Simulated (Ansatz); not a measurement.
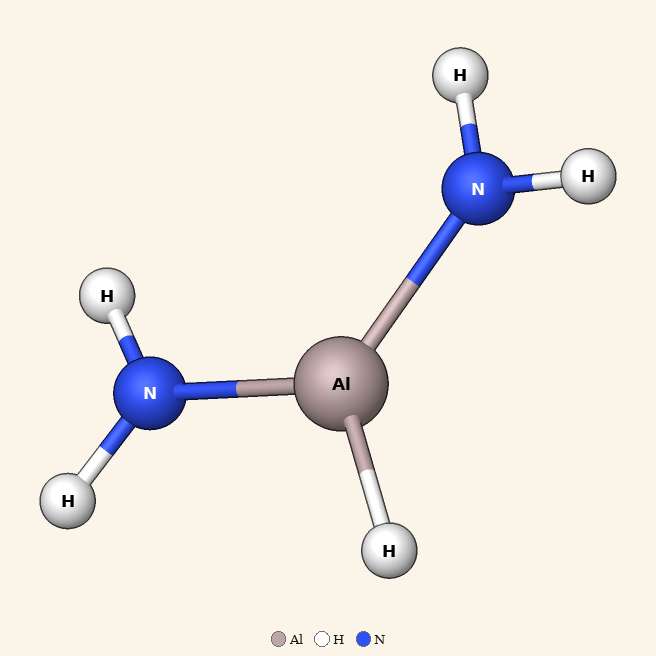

Ball-and-stick drawing of a structure. Every bond is drawn as one stick, whatever its order.

Computed geometry: PBE0-D4/def2-TZVP optimisation.

Description:

It has 8 atoms: 1 aluminium, 5 hydrogen and 2 nitrogen (AlH₅N₂). The point group is C2v. All atoms lie on one plane. Coordination: 1 Al trigonal planar; 2 N trigonal planar.

The parts below concern this one geometry. Atoms keep their numbers from picture to picture.

**Electronic properties**

Level of theory: RKS BLYP-D4/def2-TZVPP (Ansatz 0.2.0).

What is the dispersion correction?

Answer. −22.9 kJ/mol.

**Thermal motion**

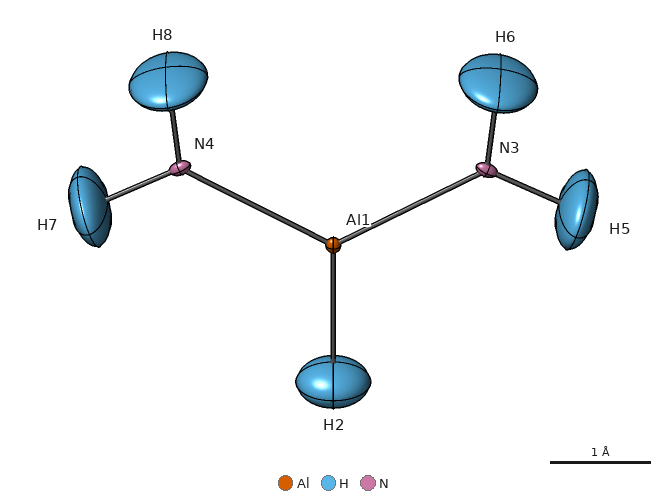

Displacement ellipsoids at the 50 % level, enlarged 1.5 times, from the internal vibrations of the free molecule (harmonic, no overall translation or rotation; no half-axis is drawn under 0.075 Å). Vibrations computed with RKS PBE0-D4/def2-TZVP (Ansatz 0.2.0). Temperature: 200 K.

Which atom has the largest mean-square displacement?

Answer. H5, H7, with U_eq = 0.0290 Å².

Does H8 move more along its bond or across it?

Answer. Across it: the root-mean-square amplitude is 0.072 Å along the bond and up to 0.225 Å across, since bending and torsion are softer than stretching.

Give the displacement parameters, one line for each set of equivalent atoms.

```json
{"atom": "Al1", "U_eq (Å²)": "0.00075", "rms amplitudes (Å)": "0.019, 0.021, 0.038"}
{"atom": "H2", "U_eq (Å²)": "0.0206", "rms amplitudes (Å)": "0.098, 0.161, 0.162"}
{"atom": "N3, N4", "U_eq (Å²)": "0.0014", "rms amplitudes (Å)": "0.029, 0.031, 0.049"}
{"atom": "H5, H7", "U_eq (Å²)": "0.0290", "rms amplitudes (Å)": "0.080, 0.155, 0.238"}
{"atom": "H6, H8", "U_eq (Å²)": "0.0284", "rms amplitudes (Å)": "0.072, 0.171, 0.225"}
```

**Dipole moment**

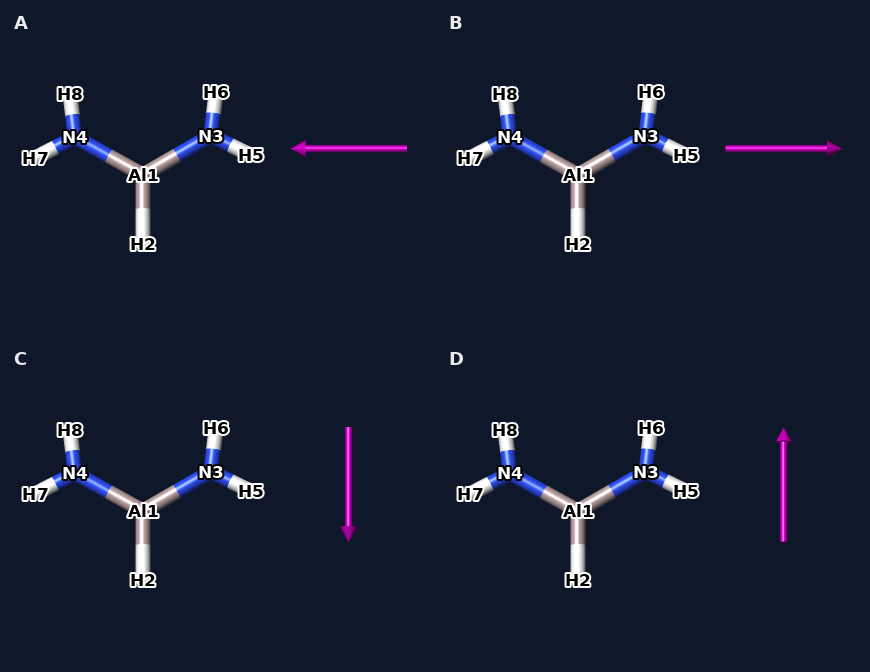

The same molecule four times, each with an arrow. Properties computed with RKS PBE0-D4/def2-TZVP (Ansatz 0.2.0).

Which arrow points along the dipole moment, from the negative to the positive end?

Answer. D. The dipole moment is 1.24 D; it points from the side of H2 to the side of H6, H8 (the outermost atoms at the two ends).
